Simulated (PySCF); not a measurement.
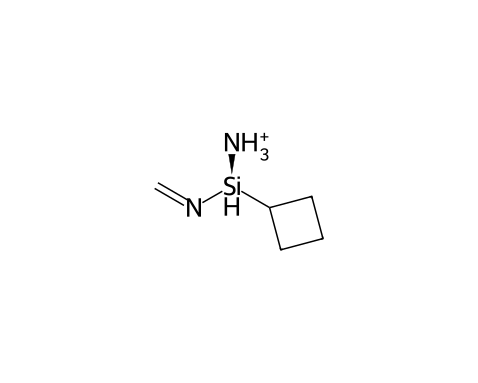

State: charge +1, singlet. The geometry was computed by an optimisation with GFN2-xTB. No frequency run is at hand to confirm it as a minimum. Properties computed with PBE0/pcSseg-1, gas phase (PySCF 2.14.0).

Question: Estimate the HOMO–LUMO gap.

Answer: 6.08 eV.

Question: Give the HOMO energy (Kohn–Sham orbital) at this level.

Answer: −11.41 eV.

The geometry is semi-empirical. Around Si such bond lengths and angles can be off by a tenth of an ångström or more and by several degrees, and values that hang on the shape move with them.
